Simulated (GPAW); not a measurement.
# Surface energy and work function of Re(0001) from slabs of 3 to 12 layers (RPBE)

How do energy and work function of Re(0001) films settle with thickness, and what surface energy follows?

How it was computed: GPAW 26.7.0, plane waves at 450 eV with PAW setups; symmetric 1×1 slabs cut at the tabulated lattice constant (two decimals; low-temperature values for the alkali metals), atoms at bulk places, 7.5 Å of vacuum on each side, one in-plane mesh for all thicknesses, Fermi-Dirac smearing of 0.1 eV. Energies are extrapolated to zero smearing and count from the program's reference atoms. Functional RPBE. The cell's area is 6.597 Å².

What came out, but for one run:

| layers | energy (eV) | work function (eV) |
| --- | --- | --- |
| 3 | −30.9393 | 4.98 |
| 4 | −42.0545 | 4.93 |
| 5 | −53.0977 | 4.89 |
| 6 | −64.0994 | 4.89 |
| 7 | −75.1666 | 4.89 |
| 8 | −86.1969 | 4.88 |
| 9 | −97.2496 | 4.89 |
| 10 | −108.2832 | 4.89 |
| 11 | −119.3293 | 4.89 |
| 12 | ? | ? |

**Question.** What surface energy do these runs give, and what energy and work function should the 12-layer slab have?

**Working.** A slab of n layers has E(n) = nε + 2Aγ once its middle is bulk-like. A line through n = 6 to 11 has the slope ε = −11.0443 eV a layer and the intercept 2Aγ = 2.1561 eV (r.m.s. residual 7.4 meV). So γ = 2.1561 / (2 × 6.597 Å²) = 0.1634 eV/Å² = 2.62 J/m², with a standard error of about 0.02 J/m² from the scatter about the line. For 12 layers: 2.1561 + 12 × (−11.0443) = −130.376 eV; the run gives −130.376 eV, 0.3 meV over the line. The work function has no such law: from 6 to 11 layers it moves between 4.88 and 4.89 eV (mean 4.89), and the 12-layer slab gives 4.89 eV. The thinnest slab, 3 layers, lies +0.09 eV from that mean. The measured value for this face is 5.15 eV (“Anisotropic work function of elemental crystals” (2019, arxiv:1902.07811)); the unrelaxed 12-layer slab lies 0.26 eV under it.

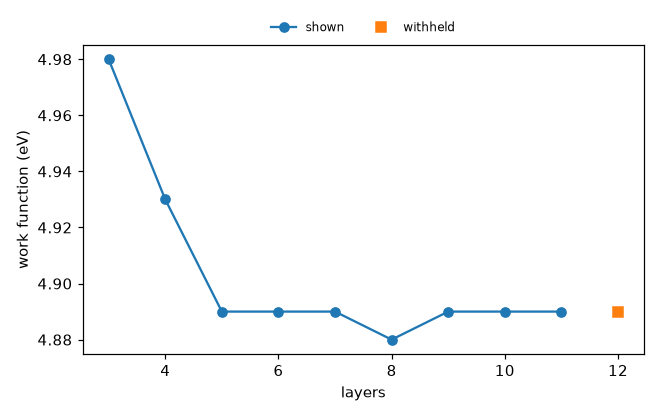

Work function against thickness.

**Limits.** The surfaces are unrelaxed, so γ is an upper bound for this functional and lattice constant. The tabulated lattice constant isn't the functional's own, which strains the slab a little. Spin-orbit coupling is left out.
